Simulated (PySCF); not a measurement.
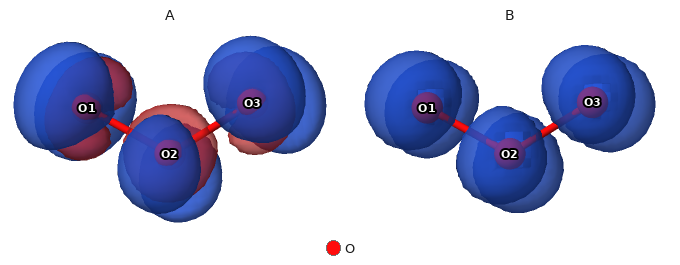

O$_{3}$, SMILES `O=[O+][O-]`. The Fukui function f⁺ from two separate SCF calculations and the density of the LUMO, at ±0.04 e/Å³ (blue positive, red negative).

PySCF calculation, PBE0/def2-SVPD, gas phase; geometry: GFN2-xTB. No frequency check shows the geometry to be a minimum.

> Which panel is which, and how good is the frozen-orbital picture?

A is f⁺ (it has negative regions), B the LUMO density. The LUMO lies on O2 (34 %) and O1 and O3 (33 % each); f⁺ (Hirshfeld-condensed) is largest on O1 and O3 (0.37 each) and O2 (0.26); the vertical electron affinity is 2.13 eV (the stability of the anion's solution wasn't checked; the anion's highest orbital has positive energy, so this value and f⁺ depend on the basis). Relaxation shifts 8 % of the electron between atoms. The orbital energy is −5.08 eV.
